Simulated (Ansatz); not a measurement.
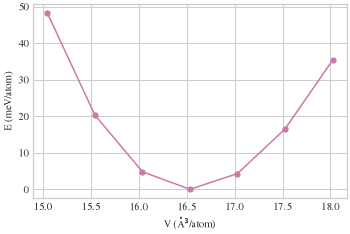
*ScCu (CsCl type, Pm-3m) under volume change, PBEsol in the plane-wave PAW code Ansatz, scaled uniformly.*

Problem. What does a third-order Birch–Murnaghan fit give for V₀, B₀ and B′?

Solution. V₀ = 16.53 Å³/atom, B₀ = 98.0 GPa, B′ = 4.2.

The first step of the workflow began from a Materials Project structure, measured or hypothetical; the Crystallography Open Database files this formula in space group No. 221, but the cells were not matched. Its standing as an ambient phase is unchecked. The PBEsol relaxation kept the symmetry of its start; of distortions, only those at the zone centre were tested. No spin polarisation was allowed.

Potentials: the later of the program's two PAW sets.
